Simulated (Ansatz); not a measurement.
# Ga5BiPd: relaxing a made-up structure, part 2 of 2

This structure for Ga5BiPd is made up. Its elements were placed in a known structure type with a cell scaled to their sizes. What cell does the guess relax to, and how far off was it?

Ansatz 0.2.0; DFT, PBE, plane-wave PAW, files of the set soft_1, scalar-relativistic, no spin, cell and ions relaxed at zero pressure; PAW set soft_1 (the session's first sound run).

So far: The starting structure; Relaxing cell and atoms. The relaxed cell has a = 4.303, c = 7.985 Å (conventional setting).

### 3. Electronic structure of the relaxed cell

A second self-consistent run takes a narrower smearing and the mesh shown in its input; the bands follow along the standard path of the relaxed lattice.

This step: DFT, PBE, plane-wave PAW, files of the set soft_1, scalar-relativistic, no spin, bands and density of states at the relaxed cell; PAW set soft_1 (Ansatz 0.2.0).

Contents of input.yaml:

```yaml
crystal:
  lattice:
    - [4.3026273647, 0.0, 0.0]
    - [0.0, 4.3026273647, 0.0]
    - [0.0, 0.0, 7.984805842]
  atoms:
    - { symbol: Bi, position: [0.0, 0.0, 0.0] }
    - { symbol: Pd, position: [0.0, 0.0, 0.5] }
    - { symbol: Ga, position: [0.0, 0.5, 0.3065635711] }
    - { symbol: Ga, position: [0.5, 0.0, 0.3065635711] }
    - { symbol: Ga, position: [0.0, 0.5, 0.6934364289] }
    - { symbol: Ga, position: [0.5, 0.0, 0.6934364289] }
    - { symbol: Ga, position: [0.5, 0.5, 0.0] }
kpoints:
  mp_grid: { grid: [8, 8, 4] }
  band_path:
    path:
      - [[0.0, 0.0, 0.0], [0.0, 0.5, 0.0], [0.5, 0.5, 0.0], [0.0, 0.0, 0.0], [0.0, 0.0, 0.5], [0.0, 0.5, 0.5], [0.5, 0.5, 0.5], [0.0, 0.0, 0.5]]
      - [[0.0, 0.5, 0.0], [0.0, 0.5, 0.5]]
      - [[0.5, 0.5, 0.0], [0.5, 0.5, 0.5]]
    npoints: 8
scf:
  occupations: { method: fermi_dirac, width: 0.03 }
  n_extra_bands: 11
hamiltonian:
  xc: pbe
  pseudopotentials: { kind: paw, azcp: { folder: soft_1 } }
output:
  forces: true
  stress: true
  write_bands: true
  dos: { projected: true }
  write_density: true
  write_potential: true
  elf: true
  volumetric_format: npy
```

The run is started by

```
ansatz run input.yaml --threads 4 --pin off --max-ram 10240MiB --backend cpu --events-out ev --progress --plain --runs-dir out
```

Numbers of over 12 decimals in the logs are rounded to 6 here.

What it wrote:

```text
[...]
Crystal: 7 atoms, lattice volume = 147.820 Å³
Basis set: ecut = 420 eV, 2875 PW (Γ), exchange–correlation on 60×60×108 points (8 copies of the dense FFT grid, shifted against one another)
Bands: 60, of which v1, the nominal top of the filled ones, is band 49 counted from 1 (48 counted from 0)
Symmetry: 16 space group operations
[...]
k-points: 45 of 256
[...]
SCF iter   1: F=—  HF=-38297.960781 eV  |F-HF|=—  |Δ(HF+E_count)|=         —  Δρ=2.24e-1  dr2=1.61e2  ethr=3.10e-3  ⟨swp⟩=6.0  Hψ=9037  notcnv=0  defer=2
[...]
SCF iter  12: F=-38287.716319 eV  HF=-38287.716319 eV  |F-HF|=2.18e-8  |Δ(HF+E_count)|=   1.39e-8  Δρ=5.47e-6  dr2=8.33e-8  ethr=1.02e-10  ⟨swp⟩=14.6  Hψ=19762  notcnv=0
SCF 1 converged in 12 iterations: F = -38287.716319 eV  dr2 = 8.33e-8
[...]
NSCF: frozen V_eff on 75 k-points
SCF converged after 12 iterations
Free energy (F): -38287.716319 eV
[...]
Internal energy: -38287.706310 eV  (E = F + TS)
E sigma→0 (E₀):  -38287.711315 eV
Entropy (-TS):   -0.010009 eV (-1.430 meV/atom)
Fermi energy:    10.409440 eV
[...]
--- Forces (eV/Å), atoms counted from 1 ---
  atom   1  Bi     0.00000000    -0.00000000     0.00000000
  atom   2  Pd    -0.00000000    -0.00000000     0.00000000
  atom   3  Ga     0.00000000     0.00000000    -0.00210196
  atom   4  Ga     0.00000000     0.00000000    -0.00210196
  atom   5  Ga     0.00000000     0.00000000     0.00210196
  atom   6  Ga     0.00000000     0.00000000     0.00210196
  atom   7  Ga     0.00000000    -0.00000000     0.00000000
  max |Σ_I F_I| component: 9.66e-30 eV/Å
--- Stress (GPa, compression-positive) ---
        0.091603       0.000000       0.000000
        0.000000       0.091603       0.000000
        0.000000       0.000000      -0.636752
  P = ⅓ Tr σ = -0.1512 GPa (-1.512 kbar)
--- Band table (eV; the first three rows and the last of 45) ---
  k-point 0: bands = [... 45 lower, 9.1661, 9.4291, 9.6229, 10.8964, 10.8964, 11.0479, 12.0438, 12.0438, ... 7 higher]
  k-point 1: bands = [... 45 lower, 8.5172, 8.9779, 9.8359, 10.2024, 10.2024, 11.9155, 12.8290, 12.8290, ... 7 higher]
  k-point 2: bands = [... 45 lower, 8.6210, 8.8569, 9.6167, 9.6167, 9.9804, 12.1088, 13.4812, 13.4812, ... 7 higher]
  k-point 44: bands = [... 45 lower, 7.8673, 8.6987, 8.8565, 10.2250, 10.2899, 10.2899, 10.4478, 10.4478, ... 7 higher]
```

Run time: 24 s. Hardware: 4 threads of Arm Neoverse N1, shared host; peak memory 0.86 GiB; 95 s of CPU time.

In the SCF lines HF is the Harris–Foulkes energy and dr2 the Hartree energy of the density residual, in eV; the loop may stop once dr2 is under the threshold and the program's other checks hold. Hψ counts applications of the Hamiltonian.

This step gave:

- free energy: -38287.7163 eV
- energy at zero smearing: -38287.7113 eV
- smearing term TS: 0.01001 eV
- Fermi energy: 10.41 eV
- pressure: -0.1512 GPa

From bands.tsv, the bands that come nearest the Fermi level along the path, at its corners, in eV from the Fermi level:

```tsv
point	band 46	band 47	band 48	band 49	band 50	band 51	band 52	band 53
Γ	-1.24	-0.98	-0.79	0.49	0.49	0.64	1.63	1.63
X	-0.65	-0.37	0.25	0.35	1.02	1.97	2.21	2.48
M	-3.09	-2.48	-2.39	-1.80	-1.80	-0.30	2.47	2.90
Γ	-1.24	-0.98	-0.79	0.49	0.49	0.64	1.63	1.63
Z	-1.79	-1.55	-0.79	-0.79	-0.43	1.70	3.07	3.07
R	-1.32	-1.24	-0.21	0.74	0.85	1.02	1.06	1.94
A	-2.54	-1.71	-1.55	-0.18	-0.12	-0.12	0.04	0.04
Z	-1.79	-1.55	-0.79	-0.79	-0.43	1.70	3.07	3.07
X	-0.65	-0.37	0.25	0.35	1.02	1.97	2.21	2.48
R	-1.32	-1.24	-0.21	0.74	0.85	1.02	1.06	1.94
M	-3.09	-2.48	-2.39	-1.80	-1.80	-0.30	2.47	2.90
A	-2.54	-1.71	-1.55	-0.18	-0.12	-0.12	0.04	0.04
```

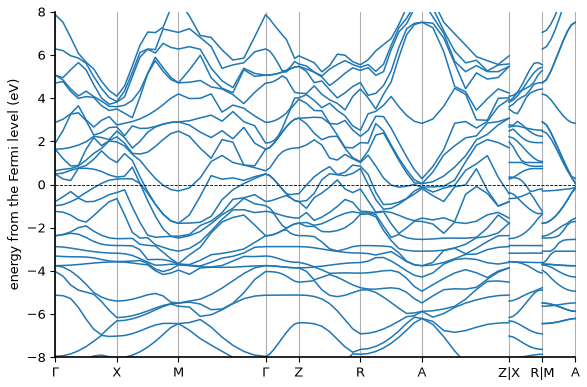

Bands along the path. 35 bands lie wholly below the window drawn.

States per cell as run, both spins, in windows of 1 eV, from dos.tsv (zero at the Fermi level):

```
from  to  total
  -8  -7   2.04
  -7  -6   2.20
  -6  -5   3.25
  -5  -4   2.12
  -4  -3   6.37
  -3  -2   4.12
  -2  -1   3.41
  -1   0   3.39
   0   1   3.18
   1   2   3.22
   2   3   3.60
   3   4   3.01
```

A further 70.8 states lie below the table's range.

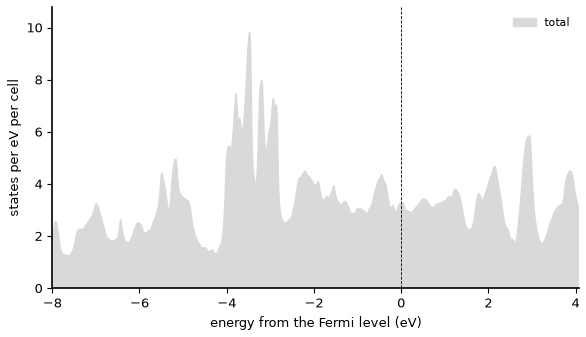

Total density of states, smoothed over about 0.04 eV.

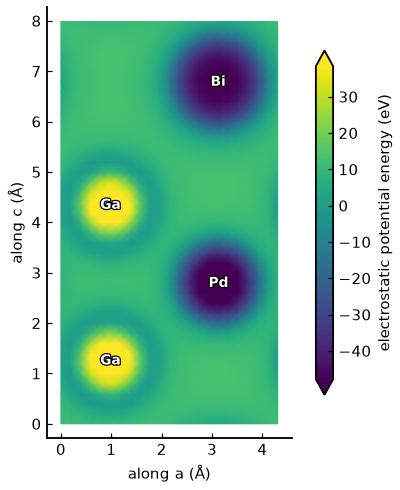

Electrostatic potential energy in the ac plane at fractional y = 0.000, with atoms of Bi and Pd and Ga within 0.2 Å of it. With pseudopotentials it is smooth inside the atoms' cores, unlike the true potential. The map starts off the cell's origin, so that atoms lie inside it.

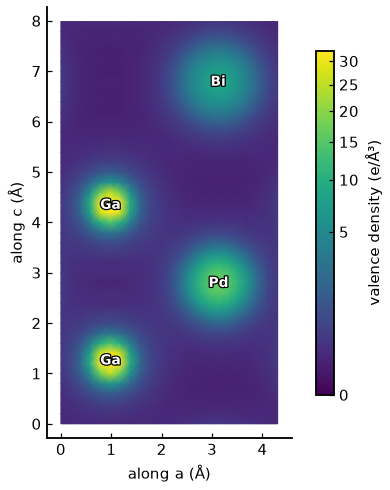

Valence density in the ac plane at fractional y = 0.000, with atoms of Bi and Pd and Ga within 0.2 Å of it. It is the smooth field of the valence electrons, not physical close to the nuclei. The map starts off the cell's origin, so that atoms lie inside it. The colour scale is stretched toward low values.

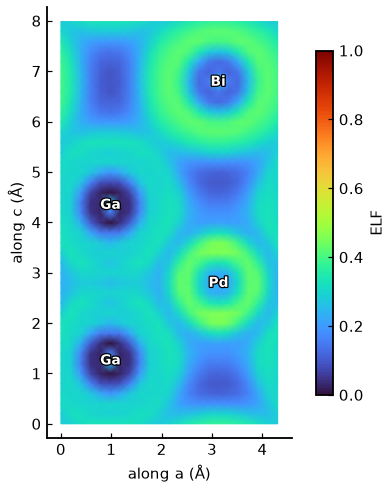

ELF in the ac plane at fractional y = 0.000, with atoms of Bi and Pd and Ga within 0.2 Å of it. It is the smooth field of the valence electrons, not physical close to the nuclei. The map starts off the cell's origin, so that atoms lie inside it.

### 4. Summary of results

```
space group, relaxed : P4/mmm
conventional cell    : a = 4.303, b = 4.303, c = 7.985 Å; α = 90.0°, β = 90.0°, γ = 90.0°
volume per atom      : 21.12 Å³ (guess 17.96)
```

What this shows: Ga5BiPd relaxes to P4/mmm with a = 4.303, b = 4.303 and c = 7.985 Å. The guessed volume was 15 % too small. The space group P4/mmm was held in the relaxation, so the end point is a stationary structure within it and may be a saddle against distortions or other arrangements. Bands cross the Fermi level, so it is a metal or semimetal at this level. On the 8×8×4 mesh with the narrower smearing (relaxed on 6×6×4) the largest force component is 0.002 eV/Å and the largest stress component is 0.637 GPa, against the relaxation's thresholds of 0.015 eV/Å and 0.05 GPa. The cutoff wasn't tested. A vector of the cell changed its length by 13 %, more than the volume shows. Spin-orbit coupling is left out, which can matter for elements this heavy. No dispersion term is used, so weakly bound directions may come out too long. The runs have no spin, and magnetism wasn't tested. Nothing here tests whether the compound is stable against decomposition.

[Logs are printed without paths, hosts, clocks, repeated set-up lines and the standing remarks that a program may print on its own settings, such as how far it seeks lower states.]

[Hosts, paths, dates, database ids (printed as entryN), source tags and the programs' standing remarks are cut or masked in the printed files.]
